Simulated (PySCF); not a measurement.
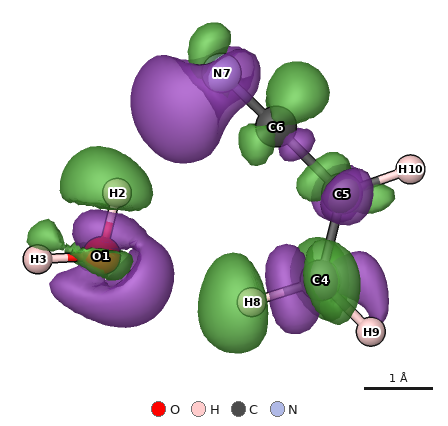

Figure. C3H5NO, SMILES `O.C=CC#N`. Density of the complex less the densities of the two fragments at the same geometry, ±0.004 e/Å³ (purple: gain, green: loss). Fragment A: H2O (atoms 1–3); fragment B: H3C3N.

Method: PBE/aug-cc-pVDZ; geometry: GFN2-xTB; program: PySCF.

Cartesian coordinates (Å):

```
O1       2.2131    0.5494    0.0000
H2       1.8377   -0.3370    0.0000
H3       3.1666    0.4462    0.0000
C4      -0.9696    1.4439    0.0000
C5      -1.4903    0.2210    0.0000
C6      -0.6686   -0.9228    0.0000
N7       0.0167   -1.8436    0.0000
H8       0.0977    1.5967    0.0000
H9      -1.5965    2.3196    0.0000
H10     -2.5563    0.0324    0.0000
```

Which way does charge flow?

Hirshfeld charges show almost no net transfer (under 0.005 e). By Hirshfeld charges, electrons gather most on N7 (−0.021 e) and leave H8 most (+0.014 e); 0.09 e is displaced in all, which induces a dipole of 0.19 D.

What is the interaction energy, and which contacts carry it?

The counterpoise-corrected interaction energy of the frozen fragments is −4.4 kcal/mol without dispersion correction and −5.4 kcal/mol with D3(BJ). The pair geometry is semi-empirical, not a minimum at this level. Contacts: H2···N7, hydrogen bond, 2.36 Å, ρ = 0.011 a.u.; O1···H8, weak C–H hydrogen bond, 2.36 Å, ρ = 0.011 a.u. The pose is a local one from a semi-empirical search, not shown to be the most stable.
